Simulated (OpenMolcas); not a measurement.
## MoO3: excited-state calculation (part 2 of 4)

MoO3, SMILES [O]=[Mo](=[O])=[O]; CASPT2/ANO-RCC-VDZP, DKH2 (OpenMolcas 26.06). The atoms were displaced at random from an optimised geometry.

Geometry of the input (Å):
```
O  -0.8447  -0.2217  1.2363
Mo -0.1721  -0.3066  -0.1509
O  1.4897  -0.5015  0.1361
O  -0.3438  1.0111  -1.1219
```

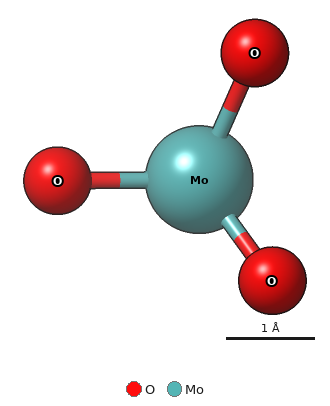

Figure 1. The structure as given in the input (ball-and-stick view, seen on its broad side). Sticks mark near contacts.

The program's output, continued:
```
                O1      MO2     O3      O4
      Total    8.6604 39.6444  8.8709  8.8244

      N-E     -0.6604  2.3556 -0.8709 -0.8244

      Total electronic charge=   66.000000

      Total            charge=   -0.000000
--

      Expectation values of various properties for root number:  1
      -----------------------------------------------------------

++    Molecular properties:
      ---------------------

      Charge (e):
                      =   -0.0000
      Dipole Moment (debye):
      Origin of the operator (angstrom)=   -0.0825   -0.1742   -0.0738
                   X= -4.1978E+00               Y= -5.4581E+00               Z= -2.1972E+00           Total=  7.2277E+00
      Quadrupole Moment (debye*angstrom):
      Origin of the operator (angstrom)=   -0.0825   -0.1742   -0.0738
                  XX= -4.6700E+01              XY=  3.6932E+00              XZ=  1.0088E+00              YY= -3.9101E+01
                  YZ=  6.2062E+00              ZZ= -4.4429E+01
      In traceless form (debye*angstrom)
                  XX= -4.9351E+00              XY=  5.5398E+00              XZ=  1.5131E+00              YY=  6.4636E+00
                  YZ=  9.3093E+00              ZZ= -1.5286E+00
--

      LoProp population analysis for root number:  1
      -----------------------------------------------

++    LoProp analysis:
      ----------------

++    Static properties:
      ------------------

      LoProp Charges per center

                   O1       MO2      O3       O4
      Nuclear      8.0000  42.0000   8.0000   8.0000
      Electronic  -8.6149 -39.7729  -8.8192  -8.7929

      Total       -0.6149   2.2271  -0.8192  -0.7929
--

      Natural Bond Order analysis for root number:  1

++    Natural Bond Order analysis
      ---------------------------
      Based on LoProp computed density
      -------------------------------------------------------------------------------------
      Atom A       Atom B       Bond Order
      -------------------------------------------------------------------------------------
      NBO located      0.999 non-bonded electrons on atom O1
      NBO located      0.952 non-bonded electrons on atom O1
      NBO located      0.951 non-bonded electrons on atom MO2
      NBO located      0.984 non-bonded electrons on atom MO2
      NBO located      1.010 non-bonded electrons on atom MO2
      NBO located      0.991 non-bonded electrons on atom MO2
      NBO located      0.999 non-bonded electrons on atom MO2
      NBO located      1.000 non-bonded electrons on atom MO2
      NBO located      1.000 non-bonded electrons on atom MO2
      NBO located      0.999 non-bonded electrons on atom MO2
      NBO located      1.000 non-bonded electrons on atom MO2
      NBO located      1.000 non-bonded electrons on atom MO2
      NBO located      1.000 non-bonded electrons on atom MO2
      NBO located      1.000 non-bonded electrons on atom MO2
      NBO located      1.000 non-bonded electrons on atom MO2
      NBO located      1.000 non-bonded electrons on atom MO2
      NBO located      1.000 non-bonded electrons on atom MO2
      NBO located      1.000 non-bonded electrons on atom MO2
      NBO located      1.000 non-bonded electrons on atom MO2
      NBO located      1.000 non-bonded electrons on atom O3
      NBO located      0.991 non-bonded electrons on atom O3
      NBO located      0.999 non-bonded electrons on atom O4
      NBO located      1.018 non-bonded electrons on atom O4
      The remaining   10.686 electrons are to be considered as diffuse
--

--

      Von Neumann Entropy (Root   2) =  0.99243

      Mulliken population analysis for root number:  2
      -----------------------------------------------

++    Molecular charges:
      ------------------

      Mulliken charges per centre
      ---------------------------

                O1      MO2     O3      O4
      Total    8.5970 40.3033  8.4654  8.6343

      N-E     -0.5970  1.6967 -0.4654 -0.6343

      Total electronic charge=   66.000000

      Total            charge=   -0.000000
--

      Expectation values of various properties for root number:  2
      -----------------------------------------------------------

++    Molecular properties:
      ---------------------

      Charge (e):
                      =   -0.0000
      Dipole Moment (debye):
      Origin of the operator (angstrom)=   -0.0825   -0.1742   -0.0738
                   X= -2.3399E-01               Y= -3.2445E+00               Z= -1.0602E+00           Total=  3.4214E+00
      Quadrupole Moment (debye*angstrom):
      Origin of the operator (angstrom)=   -0.0825   -0.1742   -0.0738
                  XX= -4.3090E+01              XY=  1.2478E+00              XZ=  2.6020E-01              YY= -4.0121E+01
                  YZ=  3.3216E+00              ZZ= -4.3849E+01
      In traceless form (debye*angstrom)
                  XX= -1.1048E+00              XY=  1.8717E+00              XZ=  3.9029E-01              YY=  3.3486E+00
                  YZ=  4.9824E+00              ZZ= -2.2438E+00
--

      LoProp population analysis for root number:  2
      -----------------------------------------------

++    LoProp analysis:
      ----------------

++    Static properties:
      ------------------

      LoProp Charges per center

                   O1       MO2      O3       O4
      Nuclear      8.0000  42.0000   8.0000   8.0000
      Electronic  -8.5576 -40.4129  -8.4258  -8.6036

      Total       -0.5576   1.5871  -0.4258  -0.6036
--

      Natural Bond Order analysis for root number:  2

++    Natural Bond Order analysis
      ---------------------------
      Based on LoProp computed density
      -------------------------------------------------------------------------------------
      Atom A       Atom B       Bond Order
      -------------------------------------------------------------------------------------
      NBO located      0.999 non-bonded electrons on atom O1
      NBO located      0.958 non-bonded electrons on atom O1
      NBO located      0.949 non-bonded electrons on atom MO2
      NBO located      0.949 non-bonded electrons on atom MO2
      NBO located      1.015 non-bonded electrons on atom MO2
      NBO located      0.979 non-bonded electrons on atom MO2
      NBO located      0.992 non-bonded electrons on atom MO2
      NBO located      0.999 non-bonded electrons on atom MO2
      NBO located      0.999 non-bonded electrons on atom MO2
      NBO located      1.000 non-bonded electrons on atom MO2
      NBO located      1.000 non-bonded electrons on atom MO2
      NBO located      1.000 non-bonded electrons on atom MO2
      NBO located      1.000 non-bonded electrons on atom MO2
      NBO located      1.000 non-bonded electrons on atom MO2
      NBO located      1.000 non-bonded electrons on atom MO2
      NBO located      1.000 non-bonded electrons on atom MO2
      NBO located      1.000 non-bonded electrons on atom MO2
      NBO located      1.000 non-bonded electrons on atom MO2
      NBO located      1.000 non-bonded electrons on atom MO2
      NBO located      1.000 non-bonded electrons on atom MO2
      NBO located      1.000 non-bonded electrons on atom O3
      NBO located      0.933 non-bonded electrons on atom O3
      NBO located      0.999 non-bonded electrons on atom O4
      The remaining   10.777 electrons are to be considered as diffuse
--

--

      Von Neumann Entropy (Root   3) =  0.00796

      Mulliken population analysis for root number:  3
      -----------------------------------------------

++    Molecular charges:
      ------------------

      Mulliken charges per centre
      ---------------------------

                O1      MO2     O3      O4
      Total    8.5583 40.9745  8.0638  8.4034

      N-E     -0.5583  1.0255 -0.0638 -0.4034

      Total electronic charge=   66.000000

      Total            charge=   -0.000000
--

      Expectation values of various properties for root number:  3
      -----------------------------------------------------------

++    Molecular properties:
      ---------------------

      Charge (e):
                      =   -0.0000
      Dipole Moment (debye):
      Origin of the operator (angstrom)=   -0.0825   -0.1742   -0.0738
                   X=  3.6991E+00               Y= -8.4179E-01               Z= -3.9044E-01           Total=  3.8137E+00
      Quadrupole Moment (debye*angstrom):
      Origin of the operator (angstrom)=   -0.0825   -0.1742   -0.0738
                  XX= -3.9470E+01              XY= -1.4464E+00              XZ= -3.3483E-01              YY= -4.1095E+01
                  YZ=  2.4512E-01              ZZ= -4.3021E+01
      In traceless form (debye*angstrom)
                  XX=  2.5880E+00              XY= -2.1696E+00              XZ= -5.0224E-01              YY=  1.5025E-01
                  YZ=  3.6768E-01              ZZ= -2.7382E+00
--

      LoProp population analysis for root number:  3
      -----------------------------------------------

++    LoProp analysis:
      ----------------

++    Static properties:
      ------------------

      LoProp Charges per center

                   O1       MO2      O3       O4
      Nuclear      8.0000  42.0000   8.0000   8.0000
      Electronic  -8.5252 -41.0748  -8.0345  -8.3656

      Total       -0.5252   0.9252  -0.0345  -0.3656
--

      Natural Bond Order analysis for root number:  3

++    Natural Bond Order analysis
      ---------------------------
      Based on LoProp computed density
      -------------------------------------------------------------------------------------
      Atom A       Atom B       Bond Order | Atom A       Atom B       Bond Order
        O1           MO2            0.785  |   MO2          O3             0.797
        MO2          O4             0.791  |
      -------------------------------------------------------------------------------------
      NBO located      4.747 electrons involved in    3 bonds.
      NBO located      0.999 non-bonded electrons on atom O1
      NBO located      0.946 non-bonded electrons on atom O1
      NBO located      1.000 non-bonded electrons on atom O3
      NBO located      0.938 non-bonded electrons on atom O3
      NBO located      1.000 non-bonded electrons on atom O4
      The remaining   23.888 electrons are to be considered as diffuse
--

--

      Average orbitals are written to the RASORB file
      Natural orbitals for root   1 are written to the RASORB.1 file
      Natural orbitals for root   2 are written to the RASORB.2 file
      Natural orbitals for root   3 are written to the RASORB.3 file
      Spin density orbitals for root   1 are written to the SPDORB.1 file
      Spin density orbitals for root   2 are written to the SPDORB.2 file
      Spin density orbitals for root   3 are written to the SPDORB.3 file

--- Stop Module: rasscf /rc=_RC_ALL_IS_WELL_ ---
           step7.RasOrb.3 step7.rasscf.h5 step7.SpdOrb.1 step7.SpdOrb.2 step7.SpdOrb.3 xmldump
--- Module rasscf spent 23 seconds ---

--- Start Module: caspt2 ---

                                              &CASPT2

                       available to each process: 1.9 GB of memory, 1 thread

++    Wave function specifications:
      -----------------------------

      Number of closed shell electrons          28
      Number of electrons in active shells       2
      Max number of holes in RAS1 space          0
      Max number of electrons in RAS3 space      0
      Number of inactive orbitals               14
      Number of active orbitals                  2
      Number of secondary orbitals              51
      Spin quantum number                      0.0
      State symmetry                             1
      Number of CSFs                             3
      Number of CASSCF root(s) available         3
      CASPT2 state passed to geometry opt.       3
      A file JOBMIX will be created
      This is a MULTI-STATE CASSCF reference
      Number of CI roots used                    3
      These are:                                 1   2   3
      Heff is assumed diagonal
--

++    Orbital specifications:
      -----------------------

      Symmetry species                           1
                                                 a
      Frozen orbitals                           18
      Inactive orbitals                         14
      Active orbitals                            2
      Secondary orbitals                        51
      Deleted orbitals                           0
      Number of basis functions                 85
--

++    CASPT2 specifications:
      ----------------------

      Type of calculation                        SS-CASPT2
      Fock operator                              state-specific
      IPEA shift                                 0.10
      Real shift                                 0.00
      Imaginary shift                            0.20
      The input orbitals will be transformed to quasi-canonical
--

--------------------------------------------------------------------------------
 Estimated memory requirements:
  POLY3 :                   250070
  RHS:                      546416
  SIGMA :                   528460
  PRPCTL:                        0
 Available workspace:    232487043

++ CASPT2 computation for group   1

********************************************************************************
 Multi-State initialization phase begins for group   1
--------------------------------------------------------------------------------
********************************************************************************
 Compute H0 matrices for state    1
--------------------------------------------------------------------------------
--------------------------------------------------------------------------------
 H0 matrices have been computed.

********************************************************************************
  CASPT2 EQUATION SOLUTION
--------------------------------------------------------------------------------

  Total nr of CASPT2 parameters:
   Before reduction:      359966
   After  reduction:      352492

 Variance of |WF0>:       3.9053455017

 The contributions to the second order correlation energy in atomic units.
-----------------------------------------------------------------------------------------------------------------------------
  IT.      VJTU        VJTI        ATVX        AIVX        VJAI        BVAT        BJAT        BJAI        TOTAL       RNORM
-----------------------------------------------------------------------------------------------------------------------------
   1     0.000439   -0.012030   -0.000866   -0.070271   -0.089822   -0.013316   -0.137788   -0.772494   -1.096148    0.038818
   2     0.001439   -0.012581   -0.000544   -0.068625   -0.095179   -0.013376   -0.137693   -0.771667   -1.098226    0.013849
   3     0.002109   -0.012616   -0.000594   -0.069845   -0.096250   -0.013398   -0.138042   -0.773262   -1.101898    0.003561
   4     0.002151   -0.012614   -0.000614   -0.070023   -0.096396   -0.013386   -0.137992   -0.772968   -1.101841    0.000938
   5     0.002145   -0.012604   -0.000618   -0.070046   -0.096394   -0.013383   -0.137957   -0.772827   -1.101683    0.000277
   6     0.002145   -0.012604   -0.000618   -0.070057   -0.096377   -0.013384   -0.137956   -0.772829   -1.101679    0.000075
   7     0.002144   -0.012605   -0.000617   -0.070055   -0.096378   -0.013384   -0.137959   -0.772836   -1.101690    0.000017
   8     0.002144   -0.012605   -0.000617   -0.070054   -0.096377   -0.013384   -0.137959   -0.772837   -1.101690    0.000003
-----------------------------------------------------------------------------------------------------------------------------

  FINAL CASPT2 RESULT:

      Reference energy:       -4270.3602351182
      E2 (Non-variational):      -1.1016895053
      Shift correction:          -0.0104828774
      E2 (Variational):          -1.1121723827
      Total energy:           -4271.4724075009
      Residual norm:              0.0000007020
      Reference weight:           0.69983

      Contributions to the CASPT2 correlation energy
      Active & Virtual Only:         -0.0140011156
      One Inactive Excited:          -0.2058689144
      Two Inactive Excited:          -0.8818194753

++ Denominators, etc.
```
